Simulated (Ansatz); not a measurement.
```
CELL_PARAMETERS angstrom
3.44963 0.00000 0.00000
0.00000 3.44963 0.00000
0.00000 0.00000 4.87805
ATOMIC_POSITIONS crystal
Lu 0.00000 0.00000 0.00000
Gd 0.50000 0.50000 0.50000
N 0.00000 0.00000 0.50000
N 0.50000 0.50000 0.00000
```

Space group P4/mmm; a structure generated by program, which may or may not match a known phase; spin-polarised.

Theory: DFT r2SCAN, scalar-relativistic, plane waves, PAW (Ansatz 0.2.0).

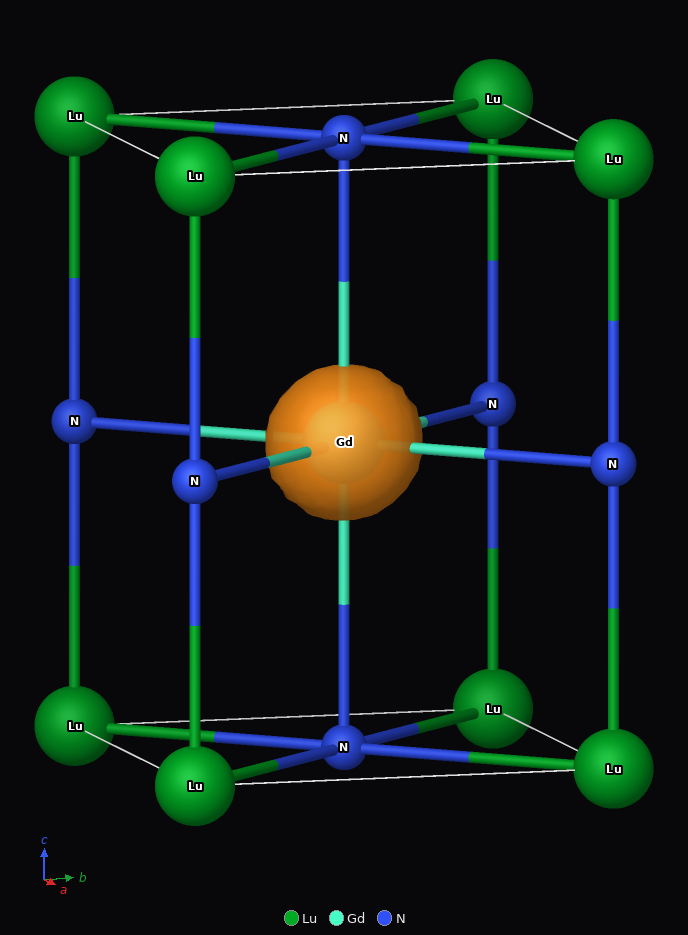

GdLuN2. Isosurfaces of the magnetisation density (up minus down) at +2 (orange) and −2 e/Å³ (purple), seen slightly off an axis. Sticks mark near contacts.

In a PAW calculation such maps are meaningful between the atoms, not at the nuclei.

### Describe the spin distribution.

The spin density sits on Gd: +6.9 μB in one cell of 4 atoms, with smaller moments on other sites: N (up to −0.09 μB): parallel moments, as they must be, since the calculation's own cell holds one magnetic site. The cell of the calculation (4 atoms) carries 7.0 μB of net spin moment. Only one sign reaches the isovalue.
